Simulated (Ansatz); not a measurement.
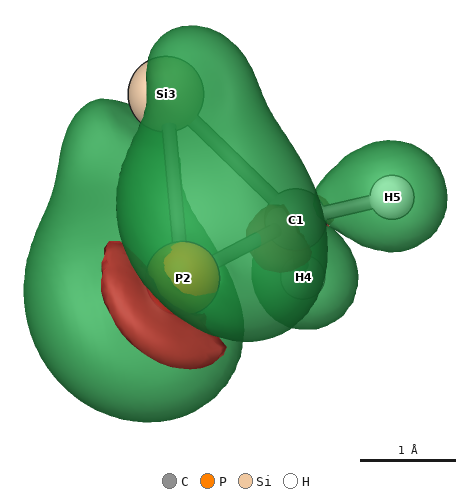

*CH2PSi (SMILES C1[Si]=P1) (doublet). Isosurfaces of the spin density at +0.015 (green) and −0.015 e/Å³ (red), seen at a tilt.*

Geometry: B3LYP-D3(BJ)/def2-SVP.

Level of theory: isolated molecule in a Gaussian basis; Kohn-Sham density functional theory, functional PBE0 in Ansatz.

```xyz
5

C    -1.7710    0.5462   -0.2078
P    -0.9413    0.2494    1.4347
Si   -2.0706    2.1216    0.8302
H    -2.6233   -0.1140   -0.4459
H    -1.1030    0.5962   -1.0855
```

Q: Describe the spin distribution.

A: The unpaired spin (1 electron) lies mostly on P2 (about 0.7) and Si3 (about 0.1), in electrons by Hirshfeld's partition.
